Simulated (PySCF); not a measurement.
# One shape, several levels: CH3BF3Ge+ (SMILES [CH3][Ge+]([F])[B](F)F)

Wanted: a comparison of 5 runs (HF/STO-3G, HF/3-21G, r2SCAN/6-31G, B3LYP/6-31G*, PBE0/def2-SVP) of CH3BF3Ge+. 

The results are computed with PySCF 2.14.0.

### Step 1. Starting point

CH3BF3Ge+ has 9 atoms, charge +1, and is taken as a singlet. SMILES: `[CH3][Ge+]([F])[B](F)F`. The shape comes from GFN2-xTB, which is rough for such elements, and wasn't checked as a minimum.

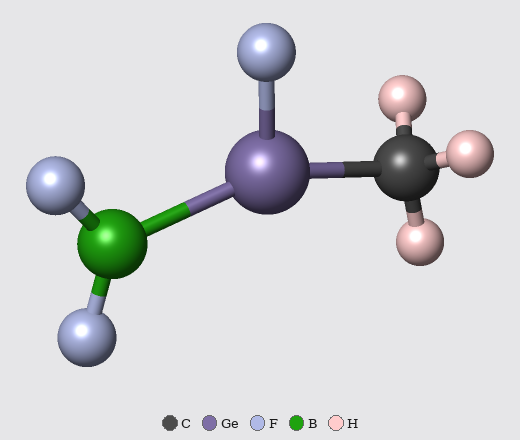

Viewed from a chosen angle; carbon dark grey, germanium purple, fluorine light blue, boron green, hydrogen pink.

### Step 2. Energy and forces at HF/STO-3G (run 1)

The input, job.py:

```python
import pyscf.grad
from pyscf import gto

mol = gto.M(
    atom='''
C     -3.453607    -0.439607    -0.037303
Ge     0.241866     0.382405    -0.001115
F      0.312202     3.649477    -0.038059
B      4.352285    -0.530484     0.055142
F      5.827991     1.369485     0.164538
F      5.058022    -2.835704    -0.024037
H     -3.785669    -2.473538    -0.141729
H     -4.278208     0.530333    -1.672672
H     -4.274882     0.347615     1.695217
''',
    verbose=4,
    unit='bohr',
    basis='sto-3g',
    charge=1,
    max_memory=1860,
)

hf = mol.RHF()
hf.conv_tol = 1e-10
hf.kernel()
if not hf.converged:
    hf = hf.newton().run(hf.mo_coeff, hf.mo_occ)

e_final = hf.e_tot
print(f'total energy: {e_final:.8f} hartree')
grad = hf.Gradients().kernel()
dip = hf.dip_moment()
pop, q = hf.mulliken_pop()
```

Run with:

```console
$ OMP_NUM_THREADS=1 python job.py
```

What it wrote:

```text
PySCF version 2.14.0

[... 65 lines left out ...]
converged SCF energy = -2409.32903880467
total energy: -2409.32903880 hartree
[... 12 lines left out ...]
WARN: System has nonzero charge 1; the dipole moment is origin-dependent.
[... 2 lines left out ...]
Dipole moment(X, Y, Z, Debye):  1.58139, -0.82882,  0.03558
[... 17 lines left out ...]
pop of  1 Ge 4py          0.62981
pop of  1 Ge 4pz          0.22558
pop of  1 Ge 3dxy         1.99763
pop of  1 Ge 3dyz         1.99966
pop of  1 Ge 3dz^2        1.98877
pop of  1 Ge 3dxz         1.99929
pop of  1 Ge 3dx2-y2      1.97732
pop of  2 F 1s            1.99930
pop of  2 F 2s            1.96603
pop of  2 F 2px           1.96966
pop of  2 F 2py           1.45627
pop of  2 F 2pz           1.83026
pop of  3 B 1s            1.99143
pop of  3 B 2s            0.79992
pop of  3 B 2px           0.66070
pop of  3 B 2py           0.53822
pop of  3 B 2pz           0.45200
pop of  4 F 1s            1.99858
pop of  4 F 2s            1.93189
pop of  4 F 2px           1.73836
pop of  4 F 2py           1.68803
pop of  4 F 2pz           1.77396
pop of  5 F 1s            1.99859
pop of  5 F 2s            1.93156
pop of  5 F 2px           1.85634
pop of  5 F 2py           1.57530
pop of  5 F 2pz           1.77315
pop of  6 H 1s            0.88426
pop of  7 H 1s            0.88196
pop of  8 H 1s            0.88239
 ** Mulliken atomic charges  **
charge of    0C =     -0.30418
charge of    1Ge =      0.88236
charge of    2F =     -0.22153
charge of    3B =      0.55772
charge of    4F =     -0.13082
charge of    5F =     -0.13493
charge of    6H =      0.11574
charge of    7H =      0.11804
charge of    8H =      0.11761
```

Wall time 5.7 s (1 thread of Intel Xeon Platinum 8259CL at 2.50GHz (Skylake/Cascade Lake), shared host); peak memory 0.12 GiB.

### Step 3. Energy and gradient at HF/3-21G (run 2)

The input, input.xyz:

```xyz
9

C     -1.827570    -0.232630    -0.019740
Ge     0.127990     0.202360    -0.000590
F      0.165210     1.931220    -0.020140
B      2.303130    -0.280720     0.029180
F      3.084040     0.724700     0.087070
F      2.676590    -1.500590    -0.012720
H     -2.003290    -1.308940    -0.075000
H     -2.263930     0.280640    -0.885140
H     -2.262170     0.183950     0.897070
```

The input, job.py:

```python
# [CH3][Ge+]([F])[B](F)F
from pyscf import gto, scf

mol = gto.M(
    atom='input.xyz',
    spin=0,
    verbose=3,
    basis='3-21g',
    charge=1,
    max_memory=1860,
)

mf = scf.RHF(mol)
mf.conv_tol = 1e-10
mf.kernel()
if not mf.converged:
    mf = mf.newton().run(mf.mo_coeff, mf.mo_occ)

e_tot = mf.e_tot
print('Final energy', e_tot)
grad = mf.nuc_grad_method().kernel()
mf.analyze()
```

Run with:

```console
$ OMP_NUM_THREADS=1 python job.py
```

What it wrote:

```text
converged SCF energy = -2425.88266395071
Final energy -2425.8826639507056
--------------- RHF gradients ---------------
         x                y                z
0 C    -0.0223844695     0.0075536834    -0.0004192219
1 Ge     0.0065856826    -0.0488068762     0.0008605992
2 F     0.0005759918     0.0382270664    -0.0004870123
3 B     0.0595859341    -0.0017961210     0.0006655274
4 F    -0.0266523450    -0.0402127018    -0.0022469487
5 F    -0.0111783325     0.0471069923     0.0017390390
6 H     0.0001350785    -0.0086240944    -0.0004024064
7 H    -0.0034893543     0.0037103051    -0.0063889332
8 H    -0.0031781855     0.0028417463     0.0066793568
----------------------------------------------
**** MO energy ****
MO #1   energy= -403.020452525432  occ= 2
MO #2   energy= -52.2426890221228  occ= 2
MO #3   energy= -46.2554404366914  occ= 2
MO #4   energy= -46.2537815774616  occ= 2
MO #5   energy= -46.2533627667581  occ= 2
MO #6   energy= -26.4195625675572  occ= 2
MO #7   energy= -26.419514560153   occ= 2
MO #8   energy= -26.3343660143937  occ= 2
MO #9   energy= -11.406409724977   occ= 2
MO #10  energy= -7.95917879631052  occ= 2
MO #11  energy= -7.46045116033241  occ= 2
MO #12  energy= -5.41734133359851  occ= 2
MO #13  energy= -5.4111095437764   occ= 2
MO #14  energy= -5.40907659900154  occ= 2
MO #15  energy= -1.87744516865749  occ= 2
MO #16  energy= -1.87303104355276  occ= 2
MO #17  energy= -1.86464491704044  occ= 2
MO #18  energy= -1.86116009334508  occ= 2
MO #19  energy= -1.85978307557659  occ= 2
MO #20  energy= -1.85443959829992  occ= 2
MO #21  energy= -1.84273046749234  occ= 2
MO #22  energy= -1.72183252453702  occ= 2
MO #23  energy= -1.17246850312149  occ= 2
MO #24  energy= -1.01942985799513  occ= 2
MO #25  energy= -0.970187316227705 occ= 2
MO #26  energy= -0.96730025820984  occ= 2
MO #27  energy= -0.928495260363063 occ= 2
MO #28  energy= -0.896573999560734 occ= 2
MO #29  energy= -0.859333514944104 occ= 2
MO #30  energy= -0.854605881719977 occ= 2
MO #31  energy= -0.82178148210626  occ= 2
MO #32  energy= -0.807529594250994 occ= 2
MO #33  energy= -0.784905839545075 occ= 2
MO #34  energy= -0.778213467630224 occ= 2
MO #35  energy= -0.74535524658286  occ= 2
MO #36  energy= -0.653184173817982 occ= 2
MO #37  energy= -0.217218631888057 occ= 0
MO #38  energy= -0.126590183963406 occ= 0
MO #39  energy= -0.0454208954199173 occ= 0
MO #40  energy= -0.0232787755588126 occ= 0
MO #41  energy= 0.068075705799993  occ= 0
MO #42  energy= 0.111512815862798  occ= 0
MO #43  energy= 0.125739183864908  occ= 0
MO #44  energy= 0.129264520074352  occ= 0
MO #45  energy= 0.185153641930151  occ= 0
MO #46  energy= 0.230118795350229  occ= 0
MO #47  energy= 0.236328524864597  occ= 0
MO #48  energy= 0.282276142586372  occ= 0
MO #49  energy= 0.331211567600385  occ= 0
MO #50  energy= 0.340118366393683  occ= 0
MO #51  energy= 0.396080383095811  occ= 0
MO #52  energy= 0.559367137475504  occ= 0
MO #53  energy= 0.68554082514273   occ= 0
MO #54  energy= 0.760523980470835  occ= 0
MO #55  energy= 0.795299817468188  occ= 0
MO #56  energy= 0.859015126724731  occ= 0
MO #57  energy= 0.953367792047956  occ= 0
MO #58  energy= 1.1192909783237    occ= 0
MO #59  energy= 1.12853451710033   occ= 0
MO #60  energy= 1.19750850696025   occ= 0
MO #61  energy= 1.73449087418455   occ= 0
MO #62  energy= 1.98146579805177   occ= 0
MO #63  energy= 2.06483125296408   occ= 0
MO #64  energy= 2.09201620453552   occ= 0
MO #65  energy= 2.15978880814006   occ= 0
MO #66  energy= 2.17082871959133   occ= 0
MO #67  energy= 2.20530323883982   occ= 0
MO #68  energy= 2.25146137349296   occ= 0
MO #69  energy= 2.2704823674319    occ= 0
MO #70  energy= 2.27616548192836   occ= 0
MO #71  energy= 3.49231709777363   occ= 0
MO #72  energy= 3.86271888534951   occ= 0
MO #73  energy= 3.87319593583266   occ= 0
 ** Mulliken atomic charges  **
charge of    0C =     -0.44329
charge of    1Ge =      1.20508
charge of    2F =     -0.42719
charge of    3B =      0.58928
charge of    4F =     -0.20240
charge of    5F =     -0.21443
charge of    6H =      0.15714
charge of    7H =      0.16834
charge of    8H =      0.16746

WARN: System has nonzero charge 1; the dipole moment is origin-dependent.
Location of origin: [0. 0. 0.]

Dipole moment(X, Y, Z, Debye): -0.29274, -2.23449,  0.03254
```

Wall time 6.3 s (1 thread of Intel Xeon Platinum 8259CL at 2.50GHz (Skylake/Cascade Lake), shared host); peak memory 0.14 GiB.

Runs 3 to 4 aren't shown in full; the table further down has their settings and results.

### Step 4. Energy and forces at PBE0/def2-SVP (run 5)

The input, job.py:

```python
import pyscf.grad
from pyscf import gto, dft

mol = gto.Mole()
mol.atom = '''
C       -1.827570      -0.232630      -0.019740
Ge       0.127990       0.202360      -0.000590
F        0.165210       1.931220      -0.020140
B        2.303130      -0.280720       0.029180
F        3.084040       0.724700       0.087070
F        2.676590      -1.500590      -0.012720
H       -2.003290      -1.308940      -0.075000
H       -2.263930       0.280640      -0.885140
H       -2.262170       0.183950       0.897070
'''
mol.max_memory = 1860
mol.verbose = 4
mol.basis = 'def2-svp'
mol.spin = 0
mol.charge = 1
mol.build()

mf = dft.RKS(mol)
mf.xc = 'pbe0'
mf.grids.level = 5
mf.conv_tol = 1e-10
mf.kernel()
if not mf.converged:
    mf = mf.newton().run(mf.mo_coeff, mf.mo_occ)

e_tot = mf.e_tot
print('Final energy', e_tot)
grad = mf.Gradients().kernel()
mf.analyze()
```

Run with:

```console
$ OMP_NUM_THREADS=1 python job.py
```

What it wrote:

```text
PySCF version 2.14.0

[... 96 lines left out ...]
Nuclear Repulsion Energy =             431.116058655320217
[... 12 lines left out ...]
MO #7   energy= -25.0126387025214  occ= 2
[... 10 lines left out ...]
MO #18  energy= -1.53048963358675  occ= 2
[... 10 lines left out ...]
MO #29  energy= -0.672299410180092 occ= 2
[... 10 lines left out ...]
MO #40  energy= -0.182734826179218 occ= 0
[... 10 lines left out ...]
MO #51  energy= 0.170023674310637  occ= 0
[... 10 lines left out ...]
MO #62  energy= 0.492881269948285  occ= 0
[... 10 lines left out ...]
MO #73  energy= 1.04955044204612   occ= 0
[... 10 lines left out ...]
MO #84  energy= 1.48972018787991   occ= 0
[... 10 lines left out ...]
MO #95  energy= 2.20489475432102   occ= 0
[... 10 lines left out ...]
MO #106 energy= 2.88508407100346   occ= 0
[... 10 lines left out ...]
MO #117 energy= 3.74916064560137   occ= 0
[... 94 lines left out ...]
pop of  5 F 2py           1.75734
pop of  5 F 2pz           1.79110
pop of  5 F 3px           0.00212
pop of  5 F 3py           0.00120
pop of  5 F 3pz           0.00081
pop of  5 F 3dxy          0.00227
pop of  5 F 3dyz          0.00134
pop of  5 F 3dz^2         0.00138
pop of  5 F 3dxz          0.00018
pop of  5 F 3dx2-y2       0.00344
pop of  6 H 1s            0.82237
pop of  6 H 2s            0.01069
pop of  6 H 2px           0.00022
pop of  6 H 2py           0.00128
pop of  6 H 2pz           0.00002
pop of  7 H 1s            0.80857
pop of  7 H 2s            0.01135
pop of  7 H 2px           0.00050
pop of  7 H 2py           0.00026
pop of  7 H 2pz           0.00073
pop of  8 H 1s            0.80891
pop of  8 H 2s            0.01120
pop of  8 H 2px           0.00051
pop of  8 H 2py           0.00017
pop of  8 H 2pz           0.00081
 ** Mulliken atomic charges  **
charge of    0C =     -0.43047
charge of    1Ge =      1.06584
charge of    2F =     -0.38350
charge of    3B =      0.56873
charge of    4F =     -0.16512
charge of    5F =     -0.17789
charge of    6H =      0.16542
charge of    7H =      0.17860
charge of    8H =      0.17839

WARN: System has nonzero charge 1; the dipole moment is origin-dependent.
Location of origin: [0. 0. 0.]

Dipole moment(X, Y, Z, Debye):  0.21082, -1.78832,  0.03305
```

Wall time 89 s (1 thread of Intel Xeon Platinum 8259CL at 2.50GHz (Skylake/Cascade Lake), shared host); peak memory 1.2 GiB.

### Step 5. Overview of the runs

```tsv
run	level	integration grid	Cartesian functions	energy (Eh)	HOMO energy (eV)	LUMO energy (eV)	HOMO–LUMO gap (eV)	wall time
1	HF/STO-3G	–	no	-2409.329039	-15.24	-2.82	12.43	5.7 s
2	HF/3-21G	–	no	-2425.882664	-17.77	-5.91	11.86	6.3 s
3	r2SCAN/6-31G	5	no	-2440.500262	-13.85	-9.87	3.98	83 s
4	B3LYP/6-31G* (Cartesian functions)	5	yes	-2440.898344	-14.35	-9.15	5.20	88 s
5	PBE0/def2-SVP	5	no	-2439.961403	-14.79	-9.06	5.73	89 s
```

### Step 6. Summary of results

| quantity | value |
| --- | --- |
| run 5: total energy | -2439.96140 Eh |
| run 5: HOMO energy | -14.79 eV |
| run 5: LUMO energy | -9.06 eV |
| run 5: HOMO–LUMO gap | 5.73 eV |
| run 5: largest force on an atom | 1.273 eV/Å |

In words: The HOMO–LUMO gap runs from 3.98 eV (r2SCAN/6-31G) to 12.43 eV (HF/STO-3G). The two ends differ in method and basis. Totals of different functionals can't be ranked against each other. In run 1 the basis is minimal, so the values are rough. All runs together took 4.5 min, the longest 89 s.
